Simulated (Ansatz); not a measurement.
**Nudged elastic band of BNH₆SO (part 2 of 2)**

Continued. System: BNH₆SO. Method: RKS PBE0-D4/6-31G* (Ansatz 0.2.0). It belongs to a series of runs on one base structure; here: band between the two ends.

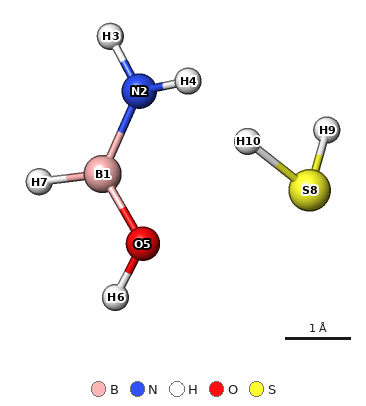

*The structure as given in the input (ball-and-stick view, seen at a tilt; atoms are numbered from 1 in the order of the input).*

**The last band as extended XYZ, continued**
```
10
Properties=species:S:1:pos:R:3:forces:R:3 image=7 energy=-15139.36156
B    -0.0218    0.3305    0.2193   -0.0227   0.0552   0.0074
N    -0.0821    0.1082    1.8597    0.0002   0.0024  -0.0027
H    -0.8474   -0.4844    2.1741    0.0126  -0.0289  -0.0074
H     0.8053   -0.2977    2.1596    0.0096  -0.0308  -0.0388
O     1.2752   -0.1718   -0.0877   -0.0143   0.0300   0.0135
H     1.3954   -0.2253   -1.0414   -0.0128   0.0265   0.0124
H    -0.9926   -0.2268   -0.2542   -0.0189   0.0232   0.0347
S    -0.1515    2.2709    0.0305    0.0198  -0.0233  -0.0847
H    -1.4931    2.3814    0.1098    0.0184  -0.0202  -0.0813
H    -0.1751    1.0372    2.2710    0.0081  -0.0342   0.1467
10
Properties=species:S:1:pos:R:3:forces:R:3 image=8 energy=-15139.40708
B    -0.0494    0.3629    0.2475   -0.0023   0.0001   0.0043
N    -0.1030    0.0575    1.8752    0.0009   0.0006  -0.0070
H    -0.7058   -0.7276    2.1137    0.0211  -0.0274   0.0014
H     0.8535   -0.1659    2.1550    0.0092   0.0194   0.0022
O     1.2084   -0.2291   -0.0772   -0.0048  -0.0124   0.0027
H     1.4015   -0.1022   -1.0120   -0.0117   0.0120   0.0012
H    -1.0682   -0.1121   -0.2171   -0.0126   0.0104   0.0095
S    -0.0466    2.2921    0.0684    0.0113   0.0010  -0.0019
H    -1.3724    2.4595   -0.0955    0.0113   0.0085  -0.0260
H    -0.4057    0.8870    2.3831   -0.0225  -0.0123   0.0135
10
Properties=species:S:1:pos:R:3:forces:R:3 image=9 energy=-15139.44078
B    -0.0623    0.3719    0.2546    0.0000  -0.0032   0.0018
N    -0.1218    0.0310    1.8653   -0.0002  -0.0008  -0.0018
H    -0.4817   -0.9059    2.0434    0.0266  -0.0160  -0.0029
H     0.8383    0.0755    2.2105    0.0008   0.0294   0.0070
O     1.1565   -0.2843   -0.0937   -0.0094  -0.0061  -0.0039
H     1.3786   -0.0894   -1.0102   -0.0066  -0.0032  -0.0005
H    -1.1142   -0.0309   -0.2059   -0.0074   0.0071   0.0047
S     0.0500    2.2996    0.1247    0.0102   0.0003   0.0020
H    -1.2513    2.5408   -0.1208    0.0115   0.0072  -0.0043
H    -0.6798    0.7141    2.3728   -0.0256  -0.0145  -0.0021
10
Properties=species:S:1:pos:R:3:forces:R:3 image=10 energy=-15139.45921
B    -0.0708    0.3770    0.2541   -0.0009   0.0046   0.0006
N    -0.1317    0.0183    1.8546   -0.0011   0.0060   0.0057
H    -0.2187   -0.9894    1.9892    0.0025   0.0002   0.0035
H     0.7425    0.3235    2.2843   -0.0099  -0.0023  -0.0034
O     1.1105   -0.3304   -0.1190   -0.0055   0.0009  -0.0002
H     1.3382   -0.1166   -1.0298    0.0027  -0.0033  -0.0012
H    -1.1486    0.0311   -0.1958    0.0076   0.0034   0.0029
S     0.1392    2.2976    0.1564   -0.0037  -0.0058  -0.0025
H    -1.1467    2.6191   -0.0751    0.0000   0.0049   0.0004
H    -0.9016    0.4920    2.3219    0.0083  -0.0087  -0.0057
```

The run was set up as follows.

**The input**
```yaml
crystal:
  periodic: [false, false, false]
  atoms:
    - { symbol: B, position_ang: [0.15568, -0.65642, 0.379627] }
    - { symbol: "N", position_ang: [-0.047769, -0.379438, 1.745264] }
    - { symbol: H, position_ang: [-0.820968, -0.762437, 2.264048] }
    - { symbol: H, position_ang: [0.676854, 0.026231, 2.32094] }
    - { symbol: O, position_ang: [1.301041, -0.186905, -0.206383] }
    - { symbol: H, position_ang: [1.312485, -0.372239, -1.150921] }
    - { symbol: H, position_ang: [-0.68286, -1.257109, -0.23903] }
    - { symbol: S, position_ang: [-0.317255, 3.003233, 0.378794] }
    - { symbol: H, position_ang: [-1.430139, 3.498356, 0.950562] }
    - { symbol: H, position_ang: [-0.43477, 1.809027, 0.998001] }
basis:
  gaussian: { orbitals: "6-31G*" }
hamiltonian:
  xc: pbe0
  dispersion: d4
neb:
  order_check: false
  images: 9
  f_tol: 0.03
  max_iterations: 60
  final_atoms:
    - { symbol: B, position_ang: [-0.07083538, 0.37702894, 0.25410623] }
    - { symbol: "N", position_ang: [-0.13168152, 0.01827435, 1.85460854] }
    - { symbol: H, position_ang: [-0.2187011, -0.98939961, 1.98919071] }
    - { symbol: H, position_ang: [0.7425455, 0.32353094, 2.2843241] }
    - { symbol: O, position_ang: [1.11047305, -0.33035869, -0.11896828] }
    - { symbol: H, position_ang: [1.33822582, -0.11658332, -1.02981746] }
    - { symbol: H, position_ang: [-1.14863841, 0.03111432, -0.19575379] }
    - { symbol: S, position_ang: [0.13919771, 2.29756273, 0.15641258] }
    - { symbol: H, position_ang: [-1.14668875, 2.61913116, -0.07514401] }
    - { symbol: H, position_ang: [-0.90159792, 0.49199818, 2.32194339] }
  initial_path:
    images:
      - { positions_ang: [[0.15568, -0.65642, 0.379627], [-0.047769, -0.379438, 1.745264], [-0.820968, -0.762437, 2.264048], [0.676854, 0.026231, 2.32094], [1.301041, -0.186905, -0.206383], [1.312485, -0.372239, -1.150921], [-0.68286, -1.257109, -0.23903], [-0.317255, 3.003233, 0.378794], [-1.430139, 3.498356, 0.950562], [-0.43477, 1.809027, 0.998001]] }
      - { positions_ang: [[0.12625083, -0.52460896, 0.30344409], [-0.03981674, -0.30430198, 1.77593713], [-0.83445409, -0.66607609, 2.29524957], [0.71411409, 0.0748948, 2.34418346], [1.28797563, -0.14746564, -0.30422799], [1.35818715, -0.48574625, -1.09094753], [-0.74963536, -1.00565167, -0.31227368], [-0.30987215, 2.81442544, 0.44178471], [-1.46023941, 3.29425604, 0.83789404], [-0.38021096, 1.67257331, 1.14985819]] }
      - { positions_ang: [[0.09682166, -0.39279792, 0.22726117], [-0.03186448, -0.22916595, 1.80661026], [-0.84794018, -0.56971518, 2.32645115], [0.75137418, 0.1235586, 2.36742691], [1.27491027, -0.10802627, -0.40207298], [1.4038893, -0.5992535, -1.03097405], [-0.81641072, -0.75419434, -0.38551736], [-0.3024893, 2.62561788, 0.50477543], [-1.49033982, 3.09015607, 0.72522608], [-0.32565192, 1.53611962, 1.30171539]] }
      - { positions_ang: [[0.06739249, -0.26098688, 0.15107826], [-0.02391221, -0.15402993, 1.8372834], [-0.86142626, -0.47335427, 2.35765272], [0.78863427, 0.17222241, 2.39067037], [1.2618449, -0.06858691, -0.49991797], [1.44959146, -0.71276076, -0.97100058], [-0.88318608, -0.50273701, -0.45876104], [-0.29510645, 2.43681032, 0.56776614], [-1.52044023, 2.88605611, 0.61255812], [-0.27109288, 1.39966592, 1.45357258]] }
      - { positions_ang: [[0.03796332, -0.12917584, 0.07489534], [-0.01595995, -0.07889391, 1.86795653], [-0.87491235, -0.37699337, 2.38885429], [0.82589437, 0.22088621, 2.41391382], [1.24877954, -0.02914755, -0.59776296], [1.49529361, -0.82626801, -0.91102711], [-0.94996145, -0.25127968, -0.53200472], [-0.28772361, 2.24800276, 0.63075686], [-1.55054064, 2.68195615, 0.49989017], [-0.21653384, 1.26321223, 1.60542978]] }
      - { positions_ang: [[0.00853415, 0.0026352, -0.00128757], [-0.00800769, -0.00375789, 1.89862966], [-0.88839844, -0.28063246, 2.42005586], [0.86315446, 0.26955001, 2.43715728], [1.23571417, 0.01029182, -0.69560794], [1.54099576, -0.93977526, -0.85105364], [-1.01673681, 0.00017765, -0.6052484], [-0.28034076, 2.0591952, 0.69374757], [-1.58064105, 2.47785618, 0.38722221], [-0.1619748, 1.12675854, 1.75728697]] }
      - { positions_ang: [[-0.00733976, 0.07751395, 0.04979119], [-0.03274245, 0.00064856, 1.88982544], [-0.75445897, -0.42238589, 2.33388283], [0.83903266, 0.2803462, 2.40659064], [1.21066595, -0.05783829, -0.58028001], [1.50044177, -0.77513687, -0.8868064], [-1.04311713, 0.00636498, -0.52334948], [-0.19643306, 2.10686871, 0.58628057], [-1.49385059, 2.50611118, 0.29474896], [-0.30989942, 0.99980647, 1.87021826]] }
      - { positions_ang: [[-0.02321366, 0.1523927, 0.10086995], [-0.05747722, 0.00505501, 1.88102121], [-0.6205195, -0.56413932, 2.2477098], [0.81491087, 0.29114238, 2.37602401], [1.18561772, -0.12596839, -0.46495208], [1.45988779, -0.61049849, -0.92255917], [-1.06949745, 0.01255232, -0.44145056], [-0.11252537, 2.15454221, 0.47881357], [-1.40706013, 2.53436617, 0.20227572], [-0.45782405, 0.8728544, 1.98314954]] }
      - { positions_ang: [[-0.03908757, 0.22727145, 0.15194871], [-0.08221199, 0.00946146, 1.87221699], [-0.48658004, -0.70589275, 2.16153677], [0.79078908, 0.30193857, 2.34545737], [1.1605695, -0.19409849, -0.34962415], [1.4193338, -0.4458601, -0.95831193], [-1.09587777, 0.01873965, -0.35955164], [-0.02861768, 2.20221572, 0.37134657], [-1.32026967, 2.56262117, 0.10980248], [-0.60574867, 0.74590233, 2.09608083]] }
      - { positions_ang: [[-0.05496147, 0.30215019, 0.20302747], [-0.10694675, 0.01386791, 1.86341277], [-0.35264057, -0.84764618, 2.07536374], [0.76666729, 0.31273475, 2.31489074], [1.13552127, -0.26222859, -0.23429621], [1.37877981, -0.28122171, -0.9940647], [-1.12225809, 0.02492698, -0.27765272], [0.05529001, 2.24988923, 0.26387957], [-1.23347921, 2.59087616, 0.01732923], [-0.75367329, 0.61895026, 2.20901211]] }
      - { positions_ang: [[-0.07083538, 0.37702894, 0.25410623], [-0.13168152, 0.01827435, 1.85460854], [-0.2187011, -0.98939961, 1.98919071], [0.7425455, 0.32353094, 2.2843241], [1.11047305, -0.33035869, -0.11896828], [1.33822582, -0.11658332, -1.02981746], [-1.14863841, 0.03111432, -0.19575379], [0.13919771, 2.29756273, 0.15641258], [-1.14668875, 2.61913116, -0.07514401], [-0.90159792, 0.49199818, 2.32194339]] }
```

Launch command:
```bash
ansatz run input.yaml --threads 1 --pin off --max-ram 2048MiB --backend cpu --events-out ev --progress --plain --runs-dir out
```

**Summary**

- outcome: converged
- barrier, forward: 0.923 eV
- barrier, backward: 1.064 eV
- hardware: 1 thread of Arm Neoverse V1, 24 GiB of memory available, shared host
- wall time: 8.1 min
- peak memory: 0.17 GiB

**Remarks**

The order of the saddle point was not checked.
